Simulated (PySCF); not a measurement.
**One shape, several levels: doublet SiH5**

We compute a comparison of 6 runs (U-r2SCAN/STO-3G, U-wB97X-V/STO-3G, UB3LYP/STO-3G, UM06-2X/STO-3G, NEVPT2(3,3)/STO-3G, UCCSDT/STO-3G) of doublet SiH5. Input form: a Python script.

Program for the calculation: PySCF 2.14.0.

9 further runs of the same task are left out: 9 set aside as unsound or not needed.

### Step 1. The structure to begin with

SiH5 has 6 atoms, charge 0, and is taken as a doublet. SMILES of the parent species: `[H][Si-]([H])([H])([H])[H]`. The shape is that of a GFN2-xTB optimisation. That shape belongs to the parent species and isn't relaxed for this state.

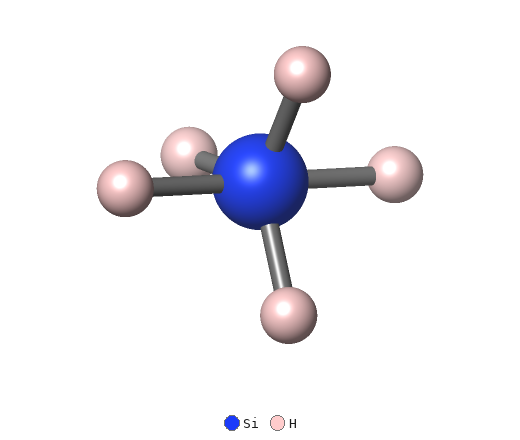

Viewed from a chosen angle; silicon blue, hydrogen pink.

### Step 2. The energy at U-r2SCAN/STO-3G (run 1)

calc.py

```python
from pyscf import gto, dft

mol = gto.Mole()
mol.atom = '''
Si    -0.000454     0.000435     0.002778
H     -0.037587    -0.014721     3.098981
H      0.041177     0.014853    -3.103762
H      2.816882     0.022393     0.036283
H     -1.431562     2.428487    -0.004951
H     -1.388438    -2.451447    -0.029329
'''
mol.verbose = 3
mol.charge = 0
mol.unit = 'bohr'
mol.basis = 'sto-3g'
mol.spin = 1
mol.max_memory = 1860
mol.build()

calc0 = dft.UKS(mol, xc='r2scan')
calc0.grids.level = 5
calc0.conv_tol = 1e-10
calc0.kernel()
if not calc0.converged:
    calc0 = calc0.newton().run(calc0.mo_coeff, calc0.mo_occ)

e_tot = calc0.e_tot
print(f'total energy: {e_tot:.8f} hartree')
```

Run with:

```bash
$ OMP_NUM_THREADS=1 python calc.py
```

Output:

```text
WARN: HOMO -0.169375570946147 >= LUMO -0.169375570946148

converged SCF energy = -288.946207568004  <S^2> = 0.76954778  2S+1 = 2.0194532
total energy: -288.94620757 hartree
```

Run time: 3.9 s. Hardware: 1 thread of Arm Neoverse V2, shared host; peak memory 0.2 GiB.

### Step 3. A single-point energy at U-wB97X-V/STO-3G (run 2)

job.py

```python
from pyscf import gto, dft

molecule = gto.M(
    atom='''
Si    -0.000240     0.000230     0.001470
H     -0.019890    -0.007790     1.639910
H      0.021790     0.007860    -1.642440
H      1.490630     0.011850     0.019200
H     -0.757550     1.285100    -0.002620
H     -0.734730    -1.297250    -0.015520
''',
    verbose=3,
    spin=1,
    basis='sto-3g',
    max_memory=1860,
)

mf = dft.UKS(molecule, xc='wb97x-v')
mf.conv_tol = 1e-10
mf.nlcgrids.level = 1
mf.grids.level = 5
mf.kernel()
if not mf.converged:
    mf = mf.newton().run(mf.mo_coeff, mf.mo_occ)

etot = mf.e_tot
print('Final energy', etot)
```

Run with:

```bash
$ OMP_NUM_THREADS=1 python job.py
```

Output:

```text
converged SCF energy = -288.912120094365  <S^2> = 0.7713785  2S+1 = 2.0212654
Final energy -288.9121200943648
```

Wall time 14 s (1 thread of Arm Neoverse V2, shared host); peak memory 0.18 GiB.

Runs 3 to 5 aren't shown in full; the table further down has their settings and results.

### Step 4. The energy at UCCSDT/STO-3G (run 6)

job.py

```python
from pyscf import gto, cc

molecule = gto.Mole()
molecule.atom = '''
Si    -0.000240     0.000230     0.001470
H     -0.019890    -0.007790     1.639910
H      0.021790     0.007860    -1.642440
H      1.490630     0.011850     0.019200
H     -0.757550     1.285100    -0.002620
H     -0.734730    -1.297250    -0.015520
'''
molecule.basis = 'sto-3g'
molecule.verbose = 4
molecule.max_memory = 1860
molecule.spin = 1
molecule.build()

mf = molecule.UHF()
mf.conv_tol = 1e-10
mf.kernel()
if not mf.converged:
    mf = mf.newton().run(mf.mo_coeff, mf.mo_occ)

mycc = cc.CCSDT(mf, frozen=5)
mycc.kernel()
etot = mycc.e_tot
print('E = %.10f Eh' % etot)
```

Run with:

```bash
$ OMP_NUM_THREADS=1 python job.py
```

Output:

```text
PySCF version 2.14.0

[... 86 lines left out ...]
converged SCF energy = -288.316468572778  <S^2> = 0.83539428  2S+1 = 2.0836451
[... 17 lines left out ...]
WARN: A large `blksize_v_aaa` is being used, which may cause large memory consumption
[... 3 lines left out ...]
WARN: A large `blksize_v_aab` is being used, which may cause large memory consumption
[... 11 lines left out ...]
Init t2, MP2 energy = -0.0498277835301442
[... 13 lines left out ...]
UCCSDT converged
[... 3 lines left out ...]
E = -288.4013903219 Eh
```

Wall time 0.74 s (1 thread of Arm Neoverse V2, shared host); peak memory 0.12 GiB.

### Step 5. All runs side by side

```csv
run,level,nlc grid,integration grid,energy (Eh),dipole moment (D) of the reference,HOMO energy (eV),LUMO energy (eV),wall time
1,U-r2SCAN/STO-3G,–,5,-288.946208,0.01,-3.85,-1.14,3.9 s
2,U-wB97X-V/STO-3G,1,5,-288.912120,0.01,-6.99,1.44,14 s
3,UB3LYP/STO-3G,–,5,-288.981074,0.01,-4.58,-0.87,2.8 s
4,UM06-2X/STO-3G,–,5,-288.954897,0.01,-5.89,0.27,3.9 s
5,"NEVPT2(3,3)/STO-3G",–,–,-288.380216,0.16,–,–,0.64 s
6,UCCSDT/STO-3G,–,–,-288.401390,0.03,-8.75,3.76,0.74 s
```

### Step 6. Outcome

| quantity | value |
| --- | --- |
| run 6: total energy | -288.40139 Eh |
| run 6: dipole moment (Hartree–Fock density) | 0.03 D |
| run 6: HOMO energy (Hartree–Fock orbitals) (highest over α and β) | -8.75 eV |
| run 6: LUMO energy (Hartree–Fock orbitals) (lowest over α and β) | 3.76 eV |
| run 6: correlation energy (5 core orbitals frozen) | -84.9 mEh |
| run 6: ⟨S²⟩ of the reference determinant | 0.835 |
| run 6: T1 diagnostic | 0.017 |

**Reading.** Totals of different functionals can't be ranked against each other. In runs 1, 2, 3, 4, 5, 6 the basis is minimal, so the values are rough. All runs together took 26 s, the longest 14 s.
